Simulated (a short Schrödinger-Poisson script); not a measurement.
Structure: gated Al0.33Ga0.67N/GaN polarisation-induced gas, at 300 K.

```csv
layer,material,thickness (nm),Na (cm⁻³)
1,Al0.33Ga0.67N,25,-
2,GaN,6000,4e15
```

The device is made up for the run: typed textbook-type constants, with dimensions and the other settings drawn at random. Al0.33Ga0.67N: permittivity 9.3, conduction-band edge (eV) 0.462, gap (eV) 4.09, electron mass (mₑ) 0.24, Nv at 300 K (cm⁻³) 4.6e19. GaN: permittivity 9.5, conduction-band edge (eV) 0, gap (eV) 3.43, Nv at 300 K (cm⁻³) 4.6e19.

Channel valleys (confinement mass, in-plane density-of-states mass, number): Γ 0.2, 0.2, 1. At the gate the conduction-band edge of layer 1 lies 1.27 eV − eVg above the Fermi level of the channel; the field vanishes at the back. Sheet of polarisation charge: +1.6e13 e/cm² at 25 nm from the gate. The barrier under the gate holds no holes. Gaps are held at their typed values at every temperature. Mesh 0.08 nm at interfaces.

From a short Schrödinger-Poisson script (our own, NumPy): 1D Poisson equation in equilibrium, electrons quantum, Hartree plus LDA exchange-correlation (BenDaniel-Duke, 40 states a valley, the channel's in-plane mass for all, wave functions free to enter the barrier), parabolic valleys, classical holes, full ionisation, no traps, pinning or gate leakage.

Only gate voltages with over 1e8 electrons/cm² are shown.

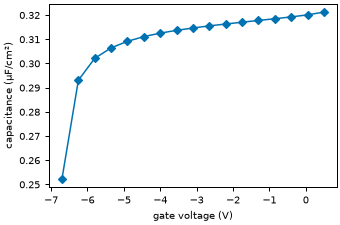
Fig. 1. Quasi-static capacitance against gate voltage

```csv
Vg (V),electrons (cm⁻²),in the channel layer,C (μF/cm²),Γ E0 (meV),Γ E1 (meV)
0.5,1.42e13,1.28e13,0.321,-152.2,5.9
0.05,1.33e13,1.21e13,0.320,-143.2,9.5
-0.4,1.24e13,1.14e13,0.319,-134.0,13.0
-0.85,1.15e13,1.07e13,0.318,-124.7,16.5
-1.3,1.06e13,9.93e12,0.318,-115.2,20.0
-1.75,9.75e12,9.16e12,0.317,-105.6,23.6
-2.2,8.86e12,8.38e12,0.316,-95.9,27.1
-2.65,7.98e12,7.59e12,0.316,-86.0,30.8
-3.1,7.09e12,6.79e12,0.315,-76.0,34.5
-3.55,6.21e12,5.98e12,0.314,-65.7,38.3
-4,5.33e12,5.16e12,0.313,-55.0,42.3
-4.45,4.45e12,4.33e12,0.311,-43.9,46.5
-4.9,3.58e12,3.50e12,0.309,-31.9,51.1
-5.35,2.72e12,2.67e12,0.306,-18.7,56.5
-5.8,1.86e12,1.84e12,0.302,-2.9,63.4
-6.25,1.02e12,1.02e12,0.293,18.4,74.6
-6.7,2.39e11,2.38e11,0.252,62.1,105.4
```

Subbands count from the Fermi level.
